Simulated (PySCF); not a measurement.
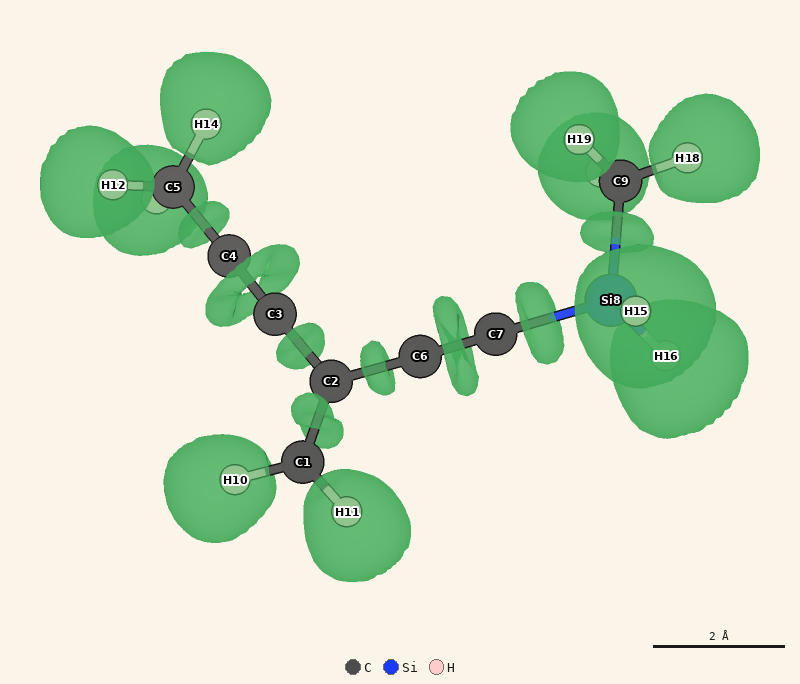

C8H10Si (SMILES C=C(C#CC)C#C[SiH2]C). Isosurface of the ELF at 0.85 (green), seen at a tilt. Core shells and regions of very low density are left out.

Geometry: GFN2-xTB.

Theory: PBE0/pcSseg-1, SCF density, gas phase, non-relativistic (PySCF).

Input file:

```
{"job": {"kind": "nmr", "xc": "PBE0", "basis": "pcSseg-1"}, "charge": 0, "multiplicity": 1}
C      1.573030     0.414247    -2.620751
C      1.115206     0.125660    -1.396447
C      1.893853    -0.562439    -0.428633
C      2.527504    -1.143763     0.411803
C      3.305284    -1.843323     1.407646
C     -0.189845     0.488073    -0.970567
C     -1.297431     0.788453    -0.589398
Si    -2.989686     1.250407    -0.012605
C     -3.193606     0.640618     1.773072
H      2.566160     0.131626    -2.925342
H      0.960452     0.936603    -3.335283
H      4.312708    -1.429478     1.454255
H      3.371376    -2.901178     1.152256
H      2.834966    -1.744558     2.385863
H     -3.118847     2.712752    -0.075390
H     -3.973682     0.603698    -0.891553
H     -3.075849    -0.437673     1.837041
H     -4.177001     0.889183     2.162794
H     -2.454395     1.090344     2.430312
```

Launched as:

```sh
OMP_NUM_THREADS=1 python probes_run.py task.json out
```

> Describe the localisation domains.

At this value the surface marks out six regions between bonded C–C atoms (shared pairs), two regions between bonded C–Si atoms (shared pairs) and ten regions around hydrogen nuclei. Profiles from the grid: C–C (1.20 Å): the ELF peaks at about 0.80 between the atoms: a multiple bond. C–Si (1.85 Å): the ELF peaks at about 0.95 between the atoms: a shared electron pair.
